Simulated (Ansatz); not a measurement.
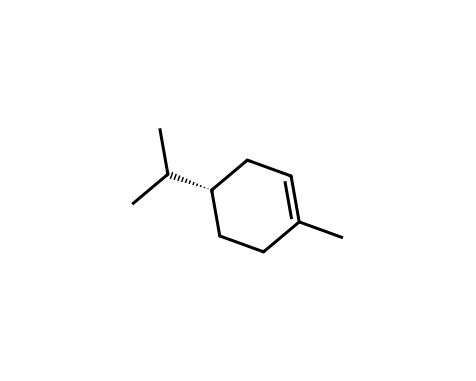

Figure made from data computed with Ansatz.

A structural formula.

Question: Transcribe the drawing into SMILES.

Answer: CC1=CC[C@@H](C(C)C)CC1

Question: Give the formula, hydrogens included.

Answer: C10H18.

Question: An optimisation with PBE0-D4/def2-TZVP gave a structure of which point group?

Answer: C1.
